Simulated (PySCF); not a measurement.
## Electronic structure of C$_{5}$H$_{5}$F in real space

Input

```
{"job": {"kind": "nmr", "xc": "B3LYP", "basis": "pcSseg-1", "pop": false}, "charge": 0, "multiplicity": 1}
F     -0.252836     1.230983    -2.241537
C     -0.196334     0.582194    -1.085666
C     -0.304665     1.201581     0.160762
C     -0.124033     0.195405     1.128081
C      0.111413    -1.071972     0.405854
C      0.064434    -0.784579    -0.971139
H     -0.451238     2.264127     0.341381
H      1.058801    -0.354227     0.966783
H     -0.289916     0.265069     2.202888
H      0.140431    -2.051328     0.882947
H      0.243944    -1.477254    -1.790356
```

Run with:

```sh
OMP_NUM_THREADS=1 python ens_run.py task.json out
```

Geometry: PBE0-D3(BJ)/def2-SVP.

Theory: B3LYP/pcSseg-1, SCF density, gas phase, non-relativistic in PySCF.

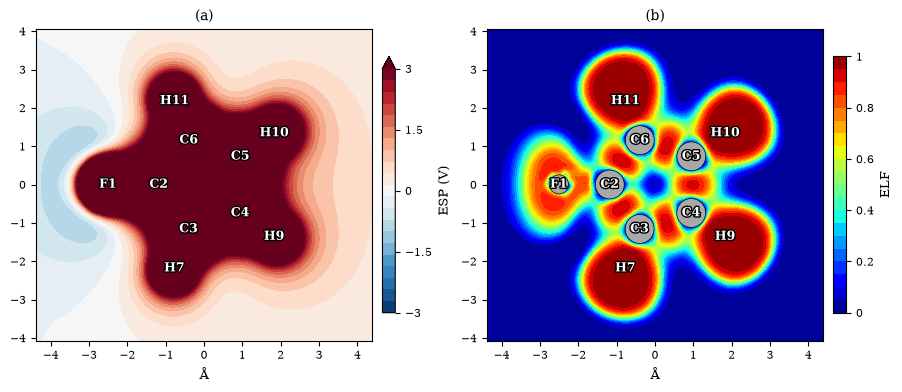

Figure 1. (a) molecular electrostatic potential; (b) electron localisation function on the plane of atoms C2, C6 and C5. Grey discs cover the atomic cores in the ELF map.

> Interpret the plot.

The plane passes through F, C and H nuclei. C–F (1.33 Å): the ELF peaks at about 0.85 between the atoms, as expected for a polar covalent bond. C–C (1.40 Å): the ELF peaks at about 0.95 between the atoms: a covalent bond. C–H (1.09 Å): the ELF climbs to about 1 towards the hydrogen, as it does in any bond to H; an ordinary covalent bond to hydrogen. C–C (1.48 Å): the ELF peaks at about 0.90 between the atoms, as expected for localised, covalent bonding. The ELF also peaks beside F1, away from the bonds: lone-pair regions. Outside the dense part of the molecule the potential is most negative (−1.0 V) near F1.

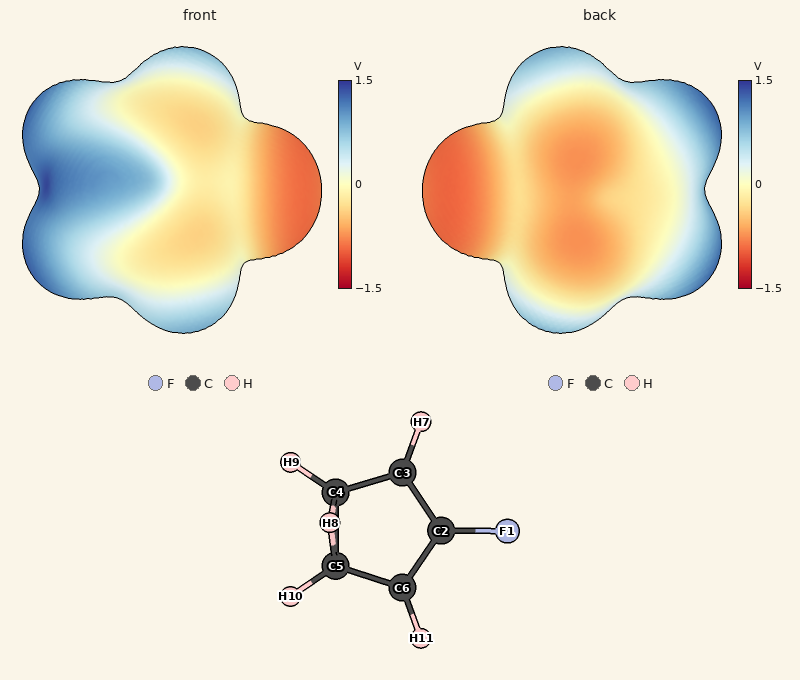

Figure 2. The electrostatic potential painted on the density surface at 0.002 e/bohr³, seen from the front and from behind; red is negative and blue positive. The bare structure is drawn below in the same view.

> Which sites attract a positive test charge, and which a negative one?

A positive charge is drawn to the negative regions and a negative charge to the positive ones. The most negative region (about −0.9 V) lies over F1, the most positive (about +1.3 V) over C4, C5 and H8.
